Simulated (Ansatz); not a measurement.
In doubt: masses and optical values from hybrid runs of this build are listed as unsure (in some of the runs), which bears on the screening that GW takes from such a start.

The crystal is ZnWO4 (P2/c).

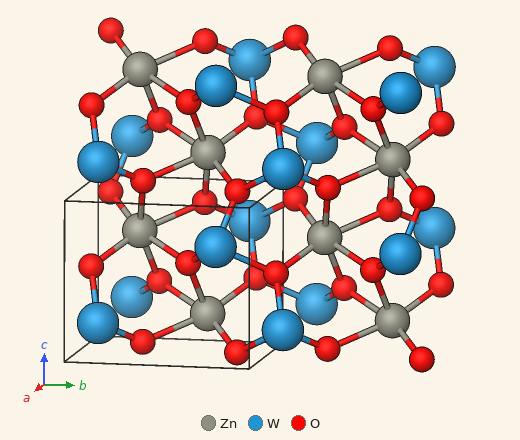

The structure (zinc grey, tungsten blue, oxygen red). 1×2×2 cells are drawn. Some periodic images of atoms are drawn too.

It takes space group P2/c (No. 13, monoclinic). The conventional cell has a = 4.699 Å, b = 5.729 Å, c = 4.937 Å, α = 90.00°, β = 90.61°, γ = 90.00°. Nearest to Zn lie 6 O at 2.03 to 2.23 Å. W has 6 O at 1.80 to 2.14 Å nearest. O has 2 W at 1.92 to 2.14 Å and 1 Zn at 2.03 Å nearest. Nearest to O lie 1 W at 1.80 Å and 2 Zn at 2.09 to 2.23 Å. Farther neighbours and most contacts between anions are not listed.

```cif
data_structure
_symmetry_space_group_name_H-M 'P 1'
_symmetry_Int_Tables_number 1
_cell_length_a 4.6986
_cell_length_b 5.7293
_cell_length_c 4.9367
_cell_angle_alpha 90.000
_cell_angle_beta 90.615
_cell_angle_gamma 90.000
_cell_volume 132.89
loop_
_atom_site_label
_atom_site_type_symbol
_atom_site_fract_x
_atom_site_fract_y
_atom_site_fract_z
_atom_site_occupancy
Zn1 Zn 0.50000 0.68400 0.25000 1
Zn2 Zn 0.50000 0.31600 0.75000 1
W3 W 0.00000 0.18258 0.25000 1
W4 W 0.00000 0.81742 0.75000 1
O5 O 0.21690 0.10510 0.93630 1
O6 O 0.78310 0.10510 0.56370 1
O7 O 0.78310 0.89490 0.06370 1
O8 O 0.21690 0.89490 0.43630 1
O9 O 0.25650 0.37770 0.39960 1
O10 O 0.74350 0.37770 0.10040 1
O11 O 0.74350 0.62230 0.60040 1
O12 O 0.25650 0.62230 0.89960 1
```

The cell and positions come from the Crystallography Open Database and are kept as given unless a step says otherwise. Spin-orbit coupling is left out unless a run names it.

Gaps computed with Ansatz 0.2.0 without a self-energy: HSE06 4.42 eV.

Q: Estimate the G0W0@HSE06 gap with 4×4×4 mesh, 790 empty bands, screening to 190 eV, hard PAW files.

About 4.91 eV: on its mesh the run moves the gap from 4.44 eV by +0.47 eV. Bands and cutoff are finite, so the gap is not at the basis limit. The miss can reach some tenths of an eV and take either sign; the mesh is an error of its own. A d shell, filled or nearly so, lies near the gap. One-shot GW converges very slowly in bands there, not always from below, and on a semilocal start the gap tends to come out low; starts rich in exact exchange can overshoot instead. The many-body steps are scalar-relativistic: spin-orbit coupling is not in them.

[Paths, hosts, dates, memory and timing lines, banners, echoed tables and standing remarks are left out of the program output.]

[Logs are printed without paths, hosts, clocks, repeated set-up lines and the standing remarks that a program may print on its own settings, such as how far it seeks lower states.]

[Runs of the session that timed out or met a known fault of the program may be left out.]

[Cells called generated may have been cut or substituted from an entry of the Crystallography Open Database or the Materials Project.]

[Hosts, paths, dates, database ids (printed as entryN), source tags and the programs' standing remarks are cut or masked in the printed files.]
